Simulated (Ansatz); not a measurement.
KBr (rock salt) is sheared across one {110} plane: the third cell vector gains the shift, so faults repeat every 7.1 Å. The cut lies between planes 2.37 Å apart; the cell height is held.

```
KBr
1.0
    4.74131     0.00000     0.00000
    0.00000     6.70523     0.00000
    2.37066     3.35261     7.11197
Br K
3 3
Cartesian
  1.97555   2.79385   5.92664
  1.97555   2.79385   1.18533
  4.34620   6.14646   3.55598
  1.97555   6.14646   5.92664
  1.97555   6.14646   1.18533
  4.34620   2.79385   3.55598
```

In-plane vectors a = (4.741, 0.000) Å, b = (0.000, 6.705) Å, area 31.79 Å². The shift is s times the vector b (length 6.705 Å), so s = 1 restores the start. The shift is rigid: no atom relaxes. γ = [E(shift) − E(0)] / area.

These are PBE (plane waves to 420 eV, PAW, scalar-relativistic; Ansatz, an electronic-structure program) values and carry that method's errors. k mesh 6×6×6 (Γ-centred), Fermi-Dirac smearing 0.05 eV. E is the zero-smearing estimate. Faults lie only 7.1 Å apart, and holding the cell height and the atoms raises γ above its relaxed value. KBr was relaxed with its symmetry unable to fall. The zero of γ is zero shift.

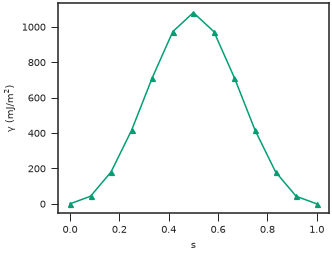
Fig. 1. γ (mJ/m²) against s; computed points joined by lines (the last repeats the first, one period on).

**Question.** Does γ have a local minimum between the ends of the line, and at which s?

**Answer.** No computed point is one.

**Question.** What is the highest γ among twelve even steps of s?

**Answer.** About 1100 mJ/m².

(The slope of γ gives the shear force per area between the displaced halves; near zero shift its curvature is an elastic stiffness.)
